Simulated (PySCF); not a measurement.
**Two runs on C4H5OSi2**

System: C4H5OSi2, charge −1.
Method of the first run: GIAO CAM-B3LYP/pcSseg-1 NMR shielding, non-relativistic, gas phase (PySCF 2.14.0).

The geometry comes from this level: GFN2-xTB, coordinate held. Text and figures count atoms from 1; the logs count them from 0 in places.

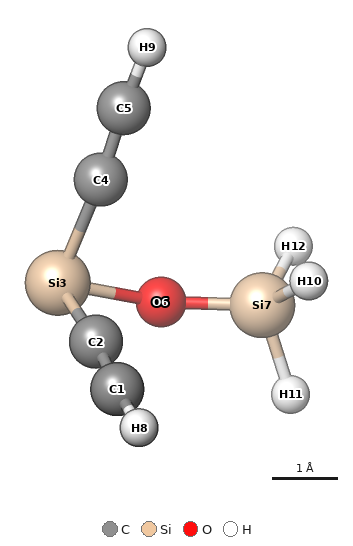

The structure as given in the input (ball-and-stick view, seen at a tilt; atoms are numbered from 1 in the order of the input). Bond lengths as drawn: C–C 1.21 Å, C–H 1.06 Å, C–Si 1.90 Å, H–Si 1.47 to 1.49 Å and O–Si 1.56 to 1.80 Å.

**The input, the first run**
```
{"job": {"kind": "nmr", "xc": "CAM-B3LYP", "basis": "pcSseg-1", "every": 1, "pop": false}, "charge": -1, "multiplicity": 1}
C     -2.350429    -1.247368    -0.713858
C     -1.433240    -1.232228     0.067551
Si    -0.185325    -1.116316     1.499985
C      1.158100    -1.476077     0.200010
C      2.137273    -1.693425    -0.468278
O     -0.011657     0.659294     1.239070
Si     0.165530     1.939215     0.368387
H     -3.110096    -1.246622    -1.452042
H      2.961140    -1.859069    -1.113475
H      0.241381     1.741409    -1.090624
H     -0.964919     2.867408     0.627064
H      1.408888     2.638497     0.780194
```

The first line tells a small driver script what to run in PySCF; the rest is the geometry in Å.

Command:
```bash
OMP_NUM_THREADS=1 python <driver script> task.json out
```

Hardware: 1 CPU thread, shared host.

**Output (the first run)**
```
coarse grid: 11784 points
cycle   1  E = -809.2078080590  dE =  6.978e-01  |g| = 9.605e-01  |ddm| = 3.351e+00
cycle   2  E = -809.0056759765  dE =  2.021e-01  |g| = 1.429e+00  |ddm| = 2.164e+00
cycle   3  E = -809.3996036446  dE = -3.939e-01  |g| = 1.583e-01  |ddm| = 1.357e+00
cycle   4  E = -809.4047519795  dE = -5.148e-03  |g| = 6.050e-02  |ddm| = 1.707e-01
cycle   5  E = -809.4054294435  dE = -6.775e-04  |g| = 3.332e-02  |ddm| = 8.225e-02
cycle   6  E = -809.4056967919  dE = -2.673e-04  |g| = 3.025e-03  |ddm| = 2.475e-02
cycle   7  E = -809.4057005342  dE = -3.742e-06  |g| = 7.965e-04  |ddm| = 8.731e-03
final grid: 106752 points
cycle   8  E = -809.4689342211  dE = -1.439e-05  |g| = 2.542e-03  |ddm| = 1.545e-02
cycle   9  E = -809.4689339465  dE =  2.747e-07  |g| = 2.983e-03  |ddm| = 4.281e-03
cycle  10  E = -809.4689355190  dE = -1.572e-06  |g| = 4.714e-04  |ddm| = 2.081e-03
cycle  11  E = -809.4689355643  dE = -4.534e-08  |g| = 1.245e-04  |ddm| = 5.052e-04
cycle  12  E = -809.4689355680  dE = -3.736e-09  |g| = 8.417e-05  |ddm| = 2.164e-04
cycle  13  E = -809.4689355699  dE = -1.879e-09  |g| = 2.167e-05  |ddm| = 8.637e-05
cycle  14  E = -809.4689355702  dE = -2.601e-10  |g| = 6.295e-06  |ddm| = 4.362e-05
converged SCF energy = -809.4689355702

GIAO shielding tensors (ppm)
atom      isotropic    diamagn.    paramagn.     s11        s22        s33       span
  0 C       95.084     264.422    -169.338     30.124     34.784    220.343    190.218
  1 C       65.758     262.913    -197.156    -53.307    -49.616    300.195    353.502
  2 Si     381.132     875.193    -494.061    192.282    417.854    533.260    340.978
  3 C       65.906     262.640    -196.733    -52.819    -49.805    300.343    353.162
  4 C       94.637     264.558    -169.921     29.907     34.136    219.867    189.960
  5 O      325.404     398.839     -73.435    255.636    317.083    403.493    147.857
  6 Si     418.013     879.450    -461.437    368.528    377.813    507.698    139.170
  7 H       29.938      35.635      -5.697     25.587     26.041     38.186     12.599
  8 H       29.917      35.684      -5.767     25.582     26.021     38.147     12.565
  9 H       26.573      31.725      -5.152     23.700     25.384     30.635      6.935
 10 H       26.947      29.949      -3.002     23.683     24.784     32.375      8.692
 11 H       26.951      29.942      -2.992     23.679     24.782     32.391      8.712
```

For the second run the input was changed thus:
```diff
-C     -2.350429    -1.247368    -0.713858
-C     -1.433240    -1.232228     0.067551
-Si    -0.185325    -1.116316     1.499985
-C      1.158100    -1.476077     0.200010
-C      2.137273    -1.693425    -0.468278
-O     -0.011657     0.659294     1.239070
-Si     0.165530     1.939215     0.368387
-H     -3.110096    -1.246622    -1.452042
-H      2.961140    -1.859069    -1.113475
-H      0.241381     1.741409    -1.090624
-H     -0.964919     2.867408     0.627064
-H      1.408888     2.638497     0.780194
+C     -2.381114    -1.373107    -0.130767
+C     -1.371248    -1.057555    -0.708014
+Si     0.057177    -0.464440    -1.818025
+C      1.204764    -1.320986    -0.564218
+C      2.069218    -1.820090     0.111245
+O      0.166911     1.094489    -0.917614
+Si     0.176394     1.958245     0.379658
+H     -3.228117    -1.652352     0.441048
+H      2.781361    -2.252961     0.765124
+H      0.342073     3.373457    -0.047804
+H     -1.077062     1.882855     1.159925
+H      1.291576     1.647740     1.299733
```

Predict how the results change.

With the same method and basis, the second run lies 0.26 kcal/mol lower. Of all shieldings, the largest change is that of Si7, by +3.6 ppm. The number of SCF iterations is the same.

**Output (the second run)**
```
coarse grid: 11784 points
cycle   1  E = -809.2088498409  dE =  6.958e-01  |g| = 9.585e-01  |ddm| = 3.352e+00
cycle   2  E = -809.0043630745  dE =  2.045e-01  |g| = 1.431e+00  |ddm| = 2.176e+00
cycle   3  E = -809.3999741107  dE = -3.956e-01  |g| = 1.583e-01  |ddm| = 1.370e+00
cycle   4  E = -809.4051347879  dE = -5.161e-03  |g| = 5.989e-02  |ddm| = 1.747e-01
cycle   5  E = -809.4058016870  dE = -6.669e-04  |g| = 3.295e-02  |ddm| = 8.130e-02
cycle   6  E = -809.4060628055  dE = -2.611e-04  |g| = 3.066e-03  |ddm| = 2.456e-02
cycle   7  E = -809.4060665377  dE = -3.732e-06  |g| = 7.881e-04  |ddm| = 8.755e-03
final grid: 106752 points
cycle   8  E = -809.4693531579  dE = -1.487e-05  |g| = 2.690e-03  |ddm| = 1.517e-02
cycle   9  E = -809.4693528128  dE =  3.450e-07  |g| = 3.180e-03  |ddm| = 4.315e-03
cycle  10  E = -809.4693545911  dE = -1.778e-06  |g| = 4.803e-04  |ddm| = 2.249e-03
cycle  11  E = -809.4693546377  dE = -4.658e-08  |g| = 1.170e-04  |ddm| = 4.971e-04
cycle  12  E = -809.4693546410  dE = -3.276e-09  |g| = 8.123e-05  |ddm| = 2.194e-04
cycle  13  E = -809.4693546427  dE = -1.714e-09  |g| = 2.303e-05  |ddm| = 8.227e-05
cycle  14  E = -809.4693546429  dE = -2.599e-10  |g| = 6.090e-06  |ddm| = 4.358e-05
converged SCF energy = -809.4693546429

GIAO shielding tensors (ppm)
atom      isotropic    diamagn.    paramagn.     s11        s22        s33       span
  0 C       93.641     264.744    -171.104     30.948     32.099    217.874    186.926
  1 C       67.674     262.279    -194.605    -53.836    -42.502    299.360    353.196
  2 Si     381.702     875.126    -493.424    193.680    418.930    532.495    338.815
  3 C       67.617     262.372    -194.755    -53.766    -42.886    299.502    353.269
  4 C       93.478     264.714    -171.237     30.804     32.037    217.592    186.788
  5 O      326.290     398.524     -72.234    240.145    313.994    424.731    184.586
  6 Si     421.620     879.404    -457.784    370.424    382.872    511.562    141.138
  7 H       29.848      35.763      -5.915     25.578     25.927     38.039     12.461
  8 H       29.844      35.761      -5.917     25.579     25.929     38.024     12.445
  9 H       26.957      29.285      -2.328     23.491     24.842     32.537      9.046
 10 H       26.732      31.105      -4.373     23.386     25.473     31.338      7.953
 11 H       26.734      31.104      -4.369     23.389     25.460     31.355      7.966
```

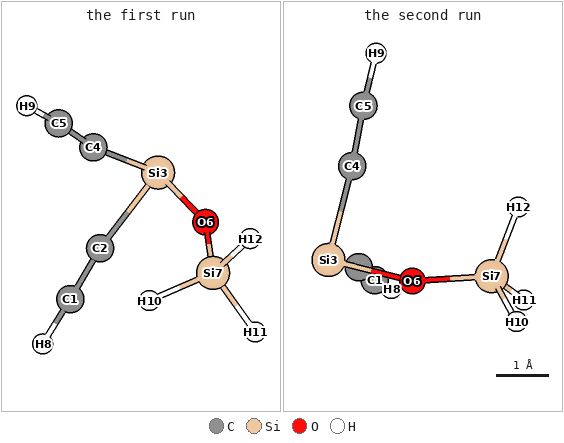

The two input geometries at one scale (ball-and-stick view, seen at a tilt). The largest move after the best rigid fit is that of Si3, 3.34 Å. Largest moves by element: Si 3.34 Å, O 2.26 Å, H 2.05 Å, C 0.72 Å. Among the contacts that change: Si7–H10 1.474 → 1.488 Å, Si7–H11 1.485 → 1.478 Å, Si7–H12 1.485 → 1.479 Å.

**The two runs side by side**

| quantity | the first run | the second run |
| --- | --- | --- |
| outcome | converged | converged |
| total energy (hartree) | −809.468936 | −809.469355 |
| HOMO (eV) | −2.60 | −2.60 |
| LUMO (eV) | 5.13 | 5.14 |
| shielding of C1 (ppm) | 95.1 | 93.6 |
| shielding of C2 (ppm) | 65.8 | 67.7 |
| shielding of Si3 (ppm) | 381.1 | 381.7 |
| shielding of C4 (ppm) | 65.9 | 67.6 |
| shielding of C5 (ppm) | 94.6 | 93.5 |
| shielding of O6 (ppm) | 325.4 | 326.3 |
| shielding of Si7 (ppm) | 418.0 | 421.6 |
| SCF iterations | 14 | 14 |
| basis functions | 158 | 158 |
| wall time (shared host) | 29 s | 25 s |
